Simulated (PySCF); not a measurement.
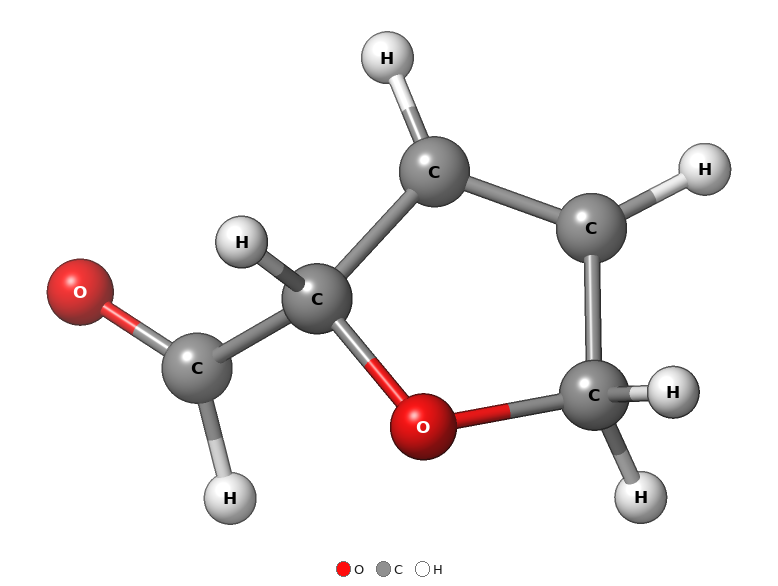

A ball-and-stick model of a molecule.

The computed structure is the end point of a GFN2-xTB optimisation. No frequency run is at hand to confirm it as a minimum.

Question: Which formula does it have?

Answer: C5H6O2, 13 atoms: 5 carbon, 6 hydrogen and 2 oxygen.

Question: Does it have rings?

Answer: Independent rings (smallest set): 1 of 5 members.

Question: What is the point group of this geometry?

Answer: C1.

Question: Name some functional groups or characteristic bonds that it holds.

Answer: Among them: ether, aldehyde, alkene.

Question: Count the bonded pairs by element.

Answer: 6 C–H, 4 C–C, 3 C–O.

More results for the same structure follow; atom numbers are the same in all pictures, views and colours differ.

## Charges

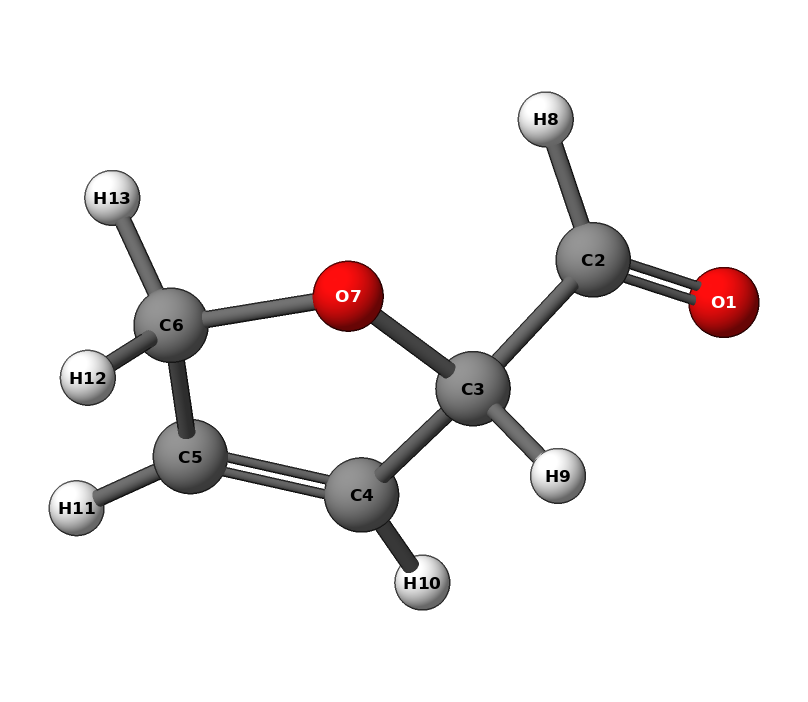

The questions are on IAO charges. No frequency run is at hand to confirm it as a minimum. Level of theory: PBE0/pcSseg-1, gas phase (PySCF 2.14.0).

Question: Which atom carries the highest charge (most positive or least negative)?

Answer: C2 (0.26 e).

Question: And the lowest?

Answer: O7 (−0.41 e).

Give the IAO charges atom by atom.

```csv
atom,value (e)
O1,−0.38
C2,0.26
C3,0.03
C4,−0.17
C5,−0.17
C6,−0.06
O7,−0.41
H8,0.10
H9,0.16
H10,0.17
H11,0.17
H12,0.15
H13,0.14
```

## Excitation

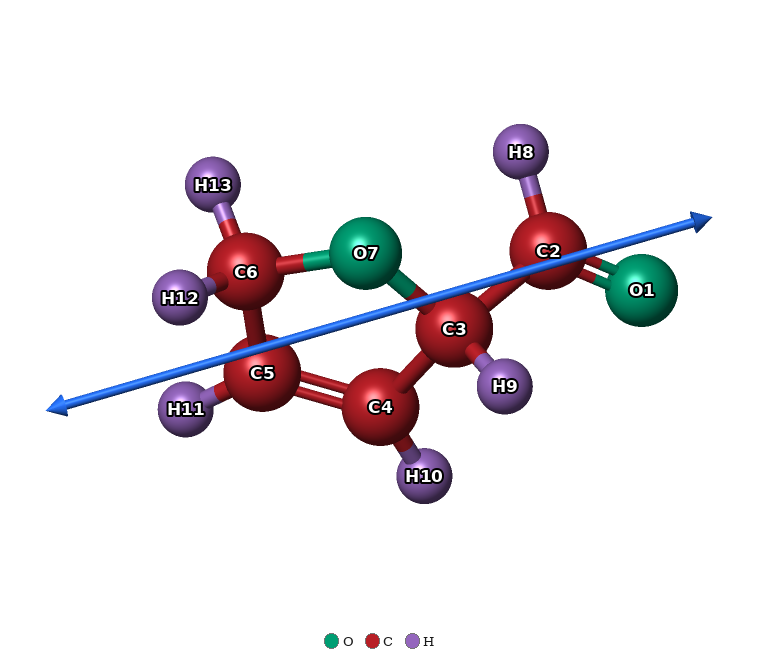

The double arrow shows the direction of the transition dipole to excited singlet state 4 (its length means nothing). No frequency run is at hand to confirm it as a minimum. Method: TDDFT B3LYP/def2-SVPD, vertical, gas phase, core orbitals frozen in the response (PySCF 2.14.0).

Question: Give its energy, strength and character.

Answer: 6.13 eV (202 nm), oscillator strength 0.059, mainly HOMO−2 → LUMO (weight 0.84); transition dipole 1.59 D.

## Core levels

No frequency run is at hand to confirm it as a minimum. Method: delta-SCF UKS SCAN, pcX-2 on the ionised atom, pcseg-1 elsewhere, spin-free X2C (PySCF 2.14.0).

Give the core-electron binding energies (to vacuum) of O1 1s, C2 1s, C3 1s, C4 1s, C5 1s, C6 1s, O7 1s.

```csv
atom,level,binding energy (eV)
O1,1s,538.2
C2,1s,293.5
C3,1s,292.6
C4,1s,290.9
C5,1s,290.8
C6,1s,292.6
O7,1s,538.7
```

## NMR shielding

The questions are on isotropic NMR shieldings of the C atoms. No frequency run is at hand to confirm it as a minimum. Method: GIAO PBE0/pcSseg-1 NMR shielding, non-relativistic, gas phase (PySCF 2.14.0).

List the isotropic NMR shieldings of the C atoms.

```json
{"atom": "C2", "σ (ppm)": "−23.7"}
{"atom": "C3", "σ (ppm)": "89.1"}
{"atom": "C4", "σ (ppm)": "54.4"}
{"atom": "C5", "σ (ppm)": "50.1"}
{"atom": "C6", "σ (ppm)": "103.9"}
```
